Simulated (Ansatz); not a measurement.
Computed with PBE (plane waves to 420 eV, PAW; Ansatz, a program for electronic structure).

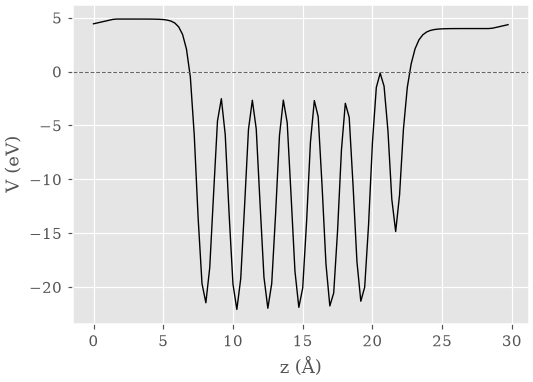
Electrostatic potential energy of an electron, averaged over planes parallel to the surface, in eV from the Fermi level, for a constructed model of the (110) surface of bcc W, a pseudomorphic layer of Mg in the host's stacking (bottom of the slab: a bare face, its two planes held)

Slab: 7 atoms, 14.0 Å thick at the start with caps and adatoms (thin: gaps and levels are the slab's own); k 14x14x1, smearing 0.1 eV, dipole-corrected; 2 atoms held, the rest relaxed; start symmetry kept, larger cells not searched; no spin, no spin-orbit, no U. It is one candidate, not shown to be the stable structure of the face.

The vacuum level lies 4.00 eV above the Fermi level over the top face and 4.88 eV above it under the bottom face.
